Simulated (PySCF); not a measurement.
# One shape, several levels: GaBrCl2 (SMILES [Cl][Ga]([Cl])[Br])

Aim: a comparison of 5 runs (HF/def2-SVP, B3LYP/6-31G*, PBE0/def2-SVP, PBE/aug-cc-pVDZ, PBE/def2-TZVP) of GaBrCl2. Input form: a Python script.

Program for the calculation: PySCF 2.14.0.

### 1 The structure to begin with

GaBrCl2 has 4 atoms, charge 0, and is taken as a singlet. As SMILES, `[Cl][Ga]([Cl])[Br]`. The coordinates come from a PBE0-D4/def2-TZVP relaxation.

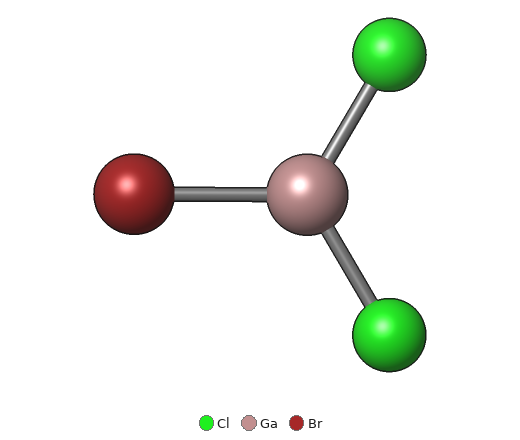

The structure, seen from a chosen angle (chlorine green, gallium pink, bromine red).

### 2 Energy and gradient at HF/def2-SVP (run 1)

File run.py:

```python
import pyscf.grad
from pyscf import gto

system = gto.Mole()
system.atom = [
    ('Cl', (1.295400, 0.319700, 1.662100)),
    ('Ga', (0.025200, -0.037100, 0.009600)),
    ('Cl', (-0.400600, -2.030300, -0.554000)),
    ('Br', (-0.864600, 1.687400, -1.138000)),
]
system.charge = 0
system.basis = 'def2-svp'
system.verbose = 3
system.max_memory = 1860
system.build()

calc0 = system.RHF()
calc0.conv_tol = 1e-10
calc0.kernel()
if not calc0.converged:
    calc0 = calc0.newton().run(calc0.mo_coeff, calc0.mo_occ)

e_tot = calc0.e_tot
print(f'total energy: {e_tot:.8f} hartree')
grad = calc0.Gradients().kernel()
dip = calc0.dip_moment()
pop, q = calc0.mulliken_pop()
```

On the command line:

```bash
$ OMP_NUM_THREADS=1 python run.py
```

The program printed:

```text
converged SCF energy = -5413.99770431701
total energy: -5413.99770432 hartree
[... 7 lines left out ...]
Dipole moment(X, Y, Z, Debye): -0.11336,  0.21982, -0.14597
[... 105 lines left out ...]
charge of    3Br =     -0.30501
```

Run time: 8.7 s. Hardware: 1 thread of Arm Neoverse V2, shared host; peak memory 0.21 GiB.

### 3 Energy and forces at B3LYP/6-31G(d) (spherical functions) (run 2)

File calc.py:

```python
from pyscf import gto, dft

molecule = gto.M(
    atom='''
Cl     2.447951     0.604145     3.140914
Ga     0.047621    -0.070109     0.018141
Cl    -0.757024    -3.836711    -1.046908
Br    -1.633857     3.188724    -2.150508
''',
    max_memory=1860,
    basis='6-31g*',
    spin=0,
    unit='bohr',
    verbose=4,
)

myscf = dft.RKS(molecule, xc='b3lyp')
myscf.grids.level = 5
myscf.conv_tol = 1e-10
myscf.kernel()
if not myscf.converged:
    myscf = myscf.newton().run(myscf.mo_coeff, myscf.mo_occ)

e_final = myscf.e_tot
print('E = %.10f Eh' % e_final)
grad = myscf.nuc_grad_method().kernel()
dip = myscf.dip_moment()
pop, q = myscf.mulliken_pop()
```

On the command line:

```bash
$ OMP_NUM_THREADS=1 python calc.py
```

The program printed:

```text
PySCF version 2.14.0

[... 72 lines left out ...]
converged SCF energy = -5419.04879673782
[... 12 lines left out ...]
Dipole moment(X, Y, Z, Debye): -0.16882,  0.32742, -0.21758
[... 105 lines left out ...]
charge of    3Br =     -0.01538
```

Run time: 42 s. Hardware: 1 thread of Arm Neoverse V2, shared host; peak memory 0.98 GiB.

Runs 3 to 4 aren't shown in full; the table further down has their settings and results.

### 4 Energy and forces at PBE/def2-TZVP (run 5)

File run.py:

```python
from pyscf import gto, dft

system = gto.Mole()
system.atom = [
    ('Cl', (1.295400, 0.319700, 1.662100)),
    ('Ga', (0.025200, -0.037100, 0.009600)),
    ('Cl', (-0.400600, -2.030300, -0.554000)),
    ('Br', (-0.864600, 1.687400, -1.138000)),
]
system.max_memory = 1860
system.basis = 'def2-tzvp'
system.verbose = 3
system.build()

mf = dft.RKS(system)
mf.xc = 'pbe'
mf.conv_tol = 1e-10
mf.grids.level = 5
mf.kernel()
if not mf.converged:
    mf = mf.newton().run(mf.mo_coeff, mf.mo_occ)

e_final = mf.e_tot
print('E(%s) = %.9f' % ('PBE', e_final))
grad = mf.nuc_grad_method().kernel()
mf.analyze()
```

On the command line:

```bash
$ OMP_NUM_THREADS=1 python run.py
```

The program printed:

```text
converged SCF energy = -5418.55434205536
[... 33 lines left out ...]
MO #25  energy= -5.34157188848449  occ= 2
[... 28 lines left out ...]
MO #54  energy= 0.0285237407392394 occ= 0
[... 28 lines left out ...]
MO #83  energy= 0.529839712349976  occ= 0
[... 28 lines left out ...]
MO #112 energy= 1.52705229943066   occ= 0
[... 28 lines left out ...]
MO #141 energy= 2.15636632125906   occ= 0
[... 28 lines left out ...]
MO #170 energy= 24.7505451159511   occ= 0
[... 5 lines left out ...]
Dipole moment(X, Y, Z, Debye): -0.12747,  0.24727, -0.16425
```

It took 87 s on 1 thread of Arm Neoverse V2, shared host; peak memory 2.2 GiB.

### 5 The series

```tsv
run	level	integration grid	energy (Eh)	dipole moment (D)	HOMO energy (eV)	LUMO energy (eV)	wall time
1	HF/def2-SVP	–	-5413.997704	0.29	-11.93	1.54	8.7 s
2	B3LYP/6-31G* (spherical functions)	5	-5419.048797	0.43	-8.69	-2.47	42 s
3	PBE0/def2-SVP	5	-5417.882763	0.32	-8.90	-1.90	30 s
4	PBE/aug-cc-pVDZ	5	-5418.475624	0.38	-7.73	-3.13	56 s
5	PBE/def2-TZVP	5	-5418.554342	0.32	-7.68	-2.96	87 s
```

### 6 What came out

```
                       quantity           value
            run 5: total energy  -5418.55434 Eh
           run 5: dipole moment          0.32 D
             run 5: HOMO energy        -7.68 eV
             run 5: LUMO energy        -2.96 eV
           run 5: HOMO–LUMO gap         4.72 eV
run 5: largest force on an atom      0.341 eV/Å
```

The dipole moment (its size) runs from 0.29 D (HF/def2-SVP) to 0.43 D (B3LYP/6-31G*). The two ends differ in method and basis. The HOMO–LUMO gap runs from 4.60 eV (PBE/aug-cc-pVDZ) to 13.46 eV (HF/def2-SVP). Totals of different functionals can't be ranked against each other. All runs together took 3.7 min, the longest 87 s.
